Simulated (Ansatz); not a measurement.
**Fields on a plane of GaN (wurtzite)**

```
GaN
1.0
    3.21861     0.00000     0.00000
   -1.60931     2.78740     0.00000
    0.00000     0.00000     5.24355
Ga N
2 2
Direct
  0.66667   0.33333   0.00096
  0.33333   0.66667   0.50096
  0.66667   0.33333   0.62424
  0.33333   0.66667   0.12424
```

The slice is a (1 -1 0 0) plane (indices of the conventional cell) through the point (0.667, 0.333, 0.624) (fractional), spanned by u = [110] and v = [001] in vectors of this cell: u (3.22 Å) and v (5.24 Å, at 90° to u). It covers one period; positions are fractions (u, v).

Atoms on it: Ga at (0.00, 0.38); N at (0.00, 0.00). Other atoms lie within 1 Å of the plane.

Computed with PBE (plane waves to 420 eV, PAW, scalar-relativistic; Ansatz, an electronic-structure program). k mesh 12×12×6. These are valence fields of a PAW run, semicore shells included where kept as valence: close to a nucleus they are smooth pseudo fields. GaN was relaxed with its symmetry unable to fall. The PAW data are Ansatz's earlier set.

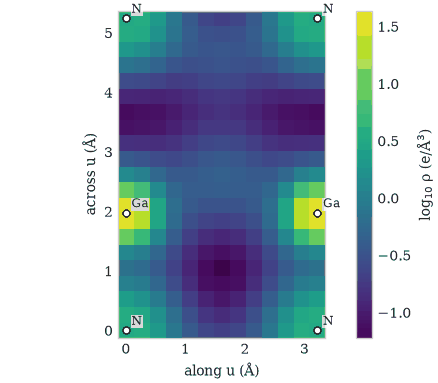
Figure: Log₁₀ of the valence density in e/Å³, one period of the plane, atoms marked. The scale is logarithmic, as a density can span decades between atoms and voids.

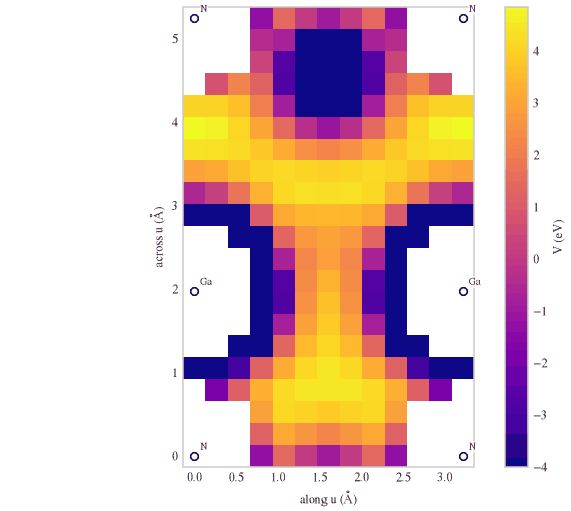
Figure: Electrostatic potential energy of an electron, from the cell's mean, in eV, one period of the plane, atoms marked. Points within 0.8 Å of a nucleus are left white, as the pseudised field means little there. Values under -4 eV are set to -4. The zero, the cell's mean, hangs on the PAW cores.

Density on the Ga–N line (1.98 Å) at its density minimum, 0.9 Å from Ga: 0.68 e/Å³
ELF at that point: 0.39
ELF maximum in the middle third of the Ga–N line: 0.82, 1.3 Å from Ga
Character of the Ga–N contact (rough rule: ELF there above 0.7 covalent, below 0.2 ionic, polar between): polar, between covalent and ionic
